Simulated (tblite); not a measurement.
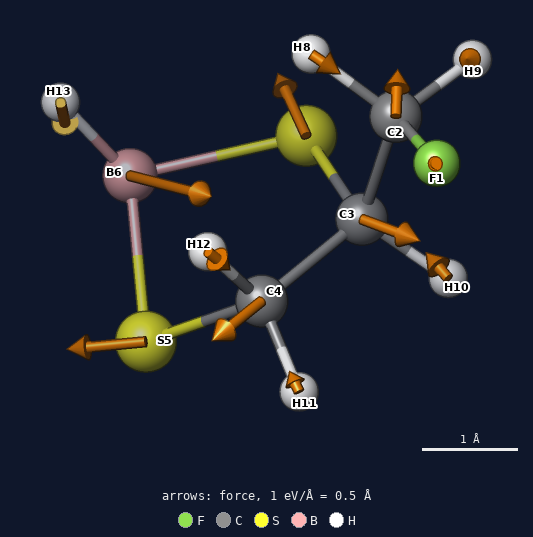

Starting geometry of C$_{3}$H$_{6}$BFS$_{2}$ with the computed forces as orange arrows. The picture is a ball-and-stick view, seen at a tilt.

All numbers below come from GFN2-xTB geometry optimisation, gas phase (tblite 0.8.0). 

**Is this structure relaxed? If not, where do the atoms go?**

It isn't relaxed: the largest force vector, on the B atom, is 3.32 eV/Å. The final displacements follow the starting forces only in part (cosine between the two patterns 0.34). Over 87 geometry steps the energy falls by 186.6 kJ/mol. The largest move after the best rigid fit is that of an H atom, 1.59 Å. By element the largest moves are H 1.59 Å, S 0.80 Å, F 0.73 Å, C 0.30 Å, B 0.19 Å. Some distances before and after: B–S 1.910 → 1.771 Å, C–S 1.792 → 1.850 Å, B–H 1.212 → 1.161 Å, C–C 1.482 → 1.517 Å. Bond angles that change, for instance: S–B–S 97.0° → 116.0°, S–C–H 114.0° → 106.0°, S–B–H 116.5° → 122.3°. Groups turn about C–S by about 40°. Cost: 0.92 s on 1 thread of Arm Neoverse N1, on a shared host.
